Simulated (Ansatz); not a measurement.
C$_{2}$H$_{7}$BOSi

| atom | x (Å) | y (Å) | z (Å) |
| --- | --- | --- | --- |
| C | -1.2835 | 0.1105 | 1.3962 |
| B | -0.2577 | -0.0470 | 0.2140 |
| C | 0.8843 | -0.9127 | -0.0195 |
| O | 1.4390 | -0.6724 | -1.4106 |
| Si | 0.1107 | 0.6240 | -1.6025 |
| H | -1.0516 | -0.5648 | 2.2355 |
| H | -2.3136 | -0.1100 | 1.0683 |
| H | -1.2947 | 1.1401 | 1.7913 |
| H | 1.4165 | -1.7488 | 0.4431 |
| H | 2.3459 | -0.3306 | -1.3748 |
| H | 0.9338 | 1.8281 | -1.9730 |
| H | -0.5735 | 0.2323 | -2.8766 |

Computed with RKS PBE0-D4/def2-SVP in Ansatz 0.2.0.

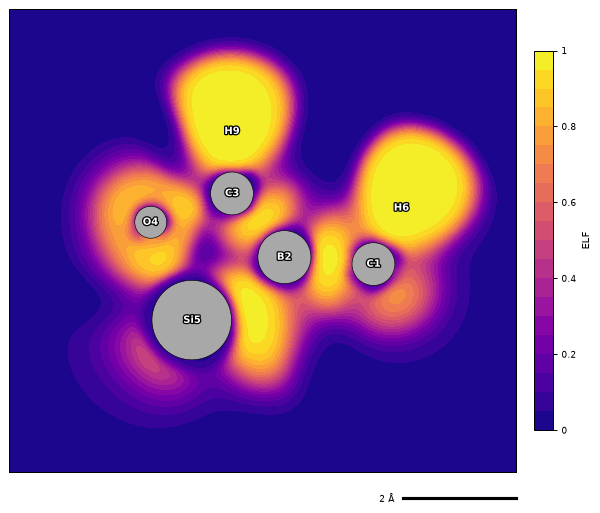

Figure 1. Electron localisation function on the plane of atoms B2, Si5 and O4. Grey discs cover the atomic cores.

Q: Read the bonding off the picture.

A:
- The plane passes through C, B, O, Si and H nuclei.
- C–B (1.45 Å): the ELF peaks at about 0.95 between the atoms (a covalent bond).
- C–O (1.52 Å): the ELF peaks at about 0.90 between the atoms; a shared but strongly polarised pair.
- Si–O (1.87 Å): the ELF peaks at about 0.90 between the atoms, as expected for a shared but strongly polarised pair.
- Si–B (1.97 Å): the ELF peaks at about 0.95 between the atoms: a covalent bond.
- C–B (1.57 Å): the ELF peaks at about 0.95 between the atoms (a covalent bond).

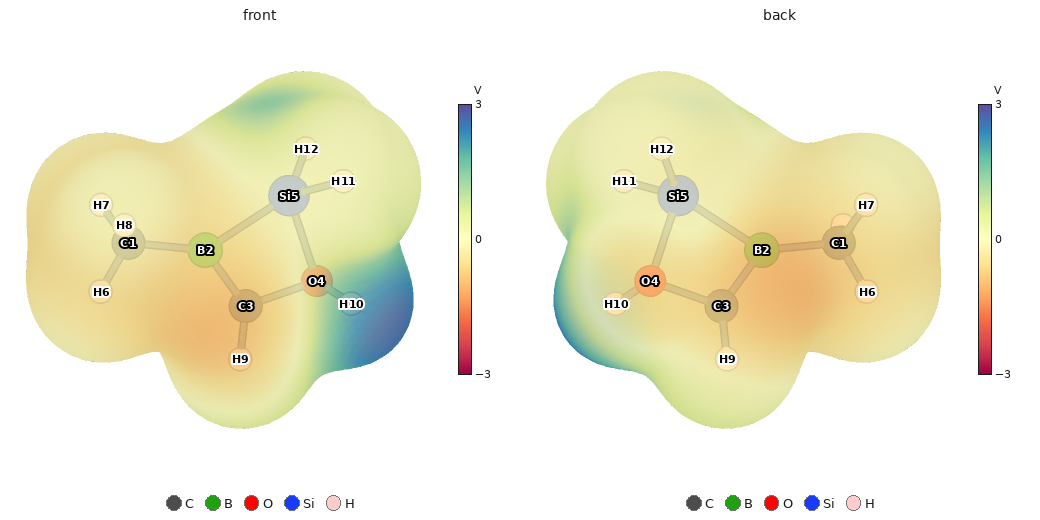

Figure 2. The molecular electrostatic potential painted on the density surface at 0.001 e/bohr³, seen from the front and from behind; red is negative and blue positive.

Q: Describe the electrostatic potential map.

A: The most negative region (about −1.1 V) lies over the π face of C3, the most positive (about +2.7 V) over H10.

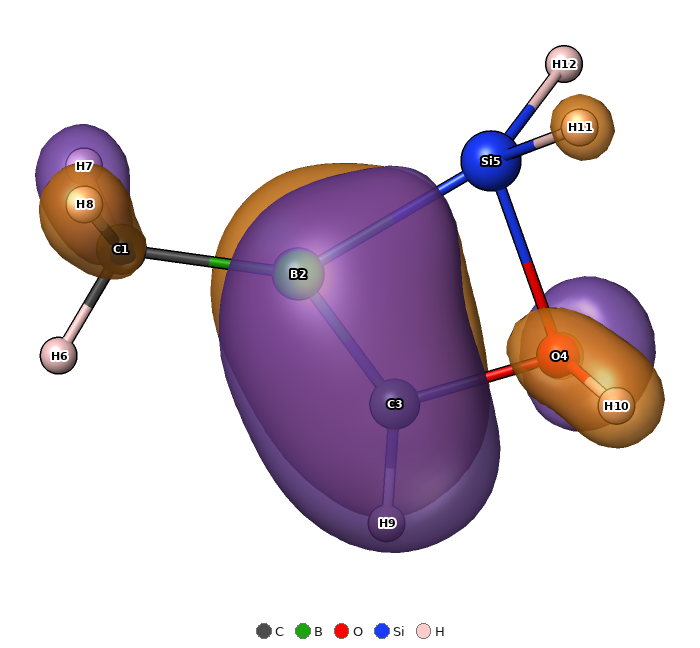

Figure 3. The HOMO at ±0.1 Å⁻³ᐟ² (orange and purple are the two phases), seen across its widest extent.

Q: Describe this orbital and give its energy.

A: By Hirshfeld shares it lies mainly on C3 (about 50 %), B2 (about 25 %) and O4 (about 10 %). Its energy is −5.89 eV.

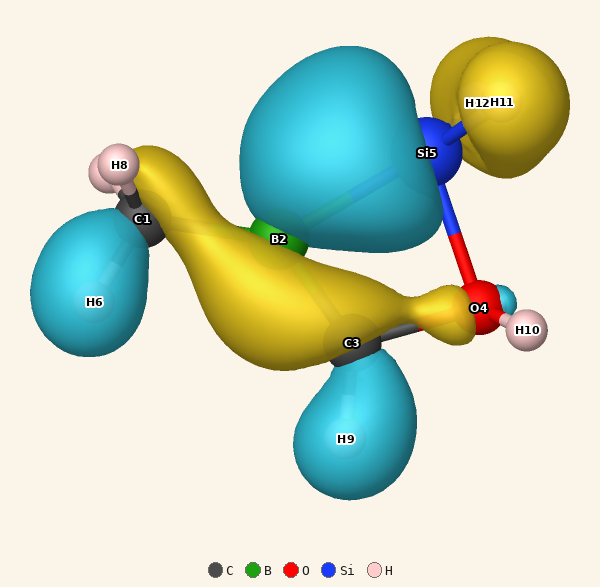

Figure 4. The HOMO−1 at ±0.1 Å⁻³ᐟ² (yellow and cyan are the two phases), seen across its widest extent.

Q: What is the character of this orbital?

A: It lies mainly on Si5 (about 35 %), B2 (about 25 %), C3 (about 10 %) and C1 (about 5 %). Its energy is −7.30 eV.
